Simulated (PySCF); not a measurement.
C5H16BNSi

```yaml
atoms:
  - { symbol: B, position_ang: [-1.5263, 1.9988, -0.5978] }
  - { symbol: N, position_ang: [-1.0446, 0.5112, -1.1483] }
  - { symbol: C, position_ang: [-0.6800, -0.5133, -0.1739] }
  - { symbol: C, position_ang: [0.4622, -0.0901, 0.7199] }
  - { symbol: C, position_ang: [1.7642, 0.1394, -0.0477] }
  - { symbol: C, position_ang: [2.9439, 0.3215, 0.8992] }
  - { symbol: C, position_ang: [-1.8864, -1.1661, 0.5084] }
  - { symbol: Si, position_ang: [-0.9447, -2.3493, -0.6113] }
  - { symbol: H, position_ang: [-0.5529, 2.5683, -0.2113] }
  - { symbol: H, position_ang: [-2.3300, 1.8086, 0.2593] }
  - { symbol: H, position_ang: [-1.9973, 2.5252, -1.5631] }
  - { symbol: H, position_ang: [-1.8302, 0.1862, -1.7018] }
  - { symbol: H, position_ang: [-0.2679, 0.6975, -1.7757] }
  - { symbol: H, position_ang: [0.6231, -0.8702, 1.4674] }
  - { symbol: H, position_ang: [0.1807, 0.8275, 1.2403] }
  - { symbol: H, position_ang: [1.9518, -0.7164, -0.7050] }
  - { symbol: H, position_ang: [1.6698, 1.0333, -0.6681] }
  - { symbol: H, position_ang: [3.8611, 0.4997, 0.3425] }
  - { symbol: H, position_ang: [3.0821, -0.5661, 1.5134] }
  - { symbol: H, position_ang: [2.7703, 1.1699, 1.5566] }
  - { symbol: H, position_ang: [-2.8499, -0.7738, 0.2135] }
  - { symbol: H, position_ang: [-1.8239, -1.2604, 1.5830] }
  - { symbol: H, position_ang: [-1.5100, -2.6132, -1.9246] }
  - { symbol: H, position_ang: [-0.0770, -3.3485, -0.0229] }
```

Geometry: GFN2-xTB.

Theory: PBE0/pcSseg-1, SCF density, gas phase, non-relativistic (PySCF).

> What can the converged electron density and electron localisation function tell about the bonding?

C–C (1.52 Å): the density is about 1.6 e/Å³ at the midpoint; the ELF peaks at about 0.95 between the atoms: localised, covalent bonding.
B–N (1.66 Å): ρ at the midpoint is about 1.1 e/Å³; the ELF peaks at about 0.95 between the atoms (a polar covalent bond).
N–H (1.01 Å): ρ at the midpoint is about 2.9 e/Å³; the ELF climbs to about 1 towards the hydrogen, as it does in any bond to H: a covalent bond by its length.

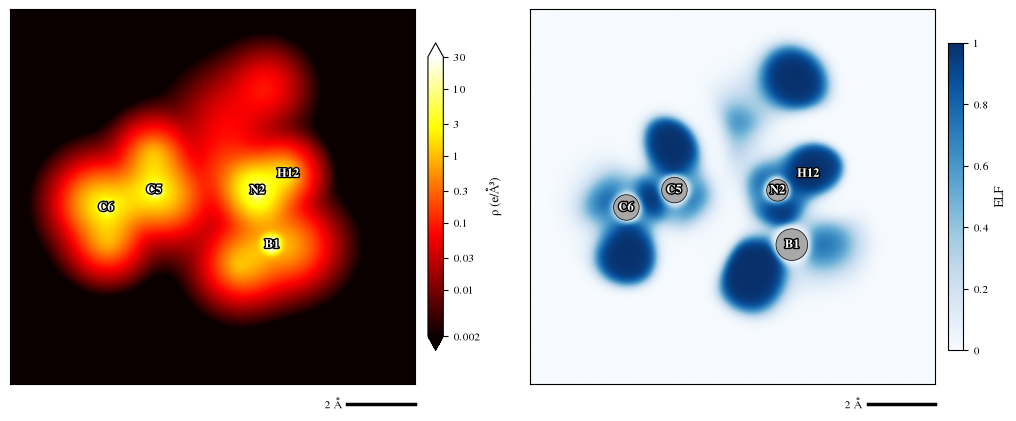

Computed electron density and electron localisation function on the plane of atoms B1, N2 and H12, in this order. Grey discs cover the atomic cores in the ELF map. 
